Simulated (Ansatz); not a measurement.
The cell below is C in space group P6_3/mmc. Origin of the cell: the input geometry of an electronic-structure calculation (not necessarily at equilibrium).

```
C
1.0
     2.44500    0.00000    0.00000
    -1.22250    2.11743    0.00000
     0.00000    0.00000    6.60977
C
4
Direct
  0.00000 0.00000 0.25000
  0.00000 0.00000 0.75000
  0.33333 0.66667 0.25000
  0.66667 0.33333 0.75000
```

Hard-sphere model; touching radii (half the shortest distance): C 0.71 Å.

Q: Find the largest hole by geometry, and further ones that a grid search gives (radius above 0.15 Å; smaller ones may be missed, and maxima closer than 0.25 Å are merged).

A:
```json
{"hole": "V1", "site": "4f", "x, y, z": "0.667, 0.333, 0.454", "radius (Å)": "1.25", "nearest atoms": "7 C (then 3 C)", "shape": "7-coordinate"}
{"hole": "V2", "site": "12i", "x, y, z": "0.667, 0.000, 0.500", "radius (Å)": "1.14", "nearest atoms": "4 C (then 4 C)", "shape": "4-coordinate"}
```

Nearest atoms are those whose sphere lies within 0.15 Å of the hole's sphere; in brackets, those within 0.5 Å. The largest sphere that fits anywhere has a diameter of 2.50 Å; the largest that can travel through the crystal, about 2.2 Å.

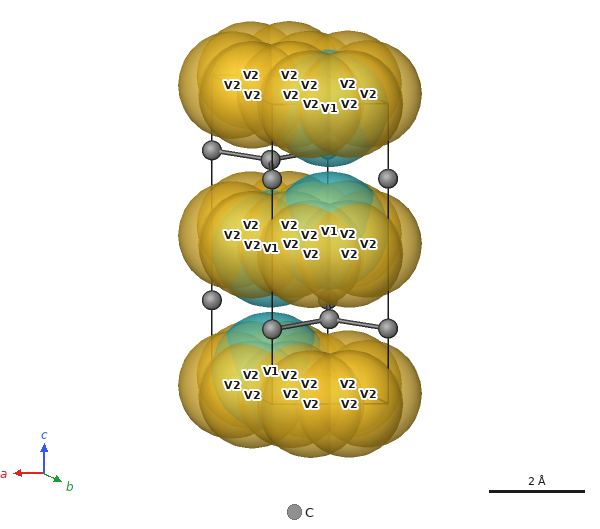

Translucent spheres (V1, V2) fill the 2 holes listed first by a grid search for holes with a radius above 0.15 Å (the largest is sure; smaller ones may be missed, and maxima closer than 0.25 Å are merged) at their true size; atoms are drawn smaller than their model radii. View from a free direction.
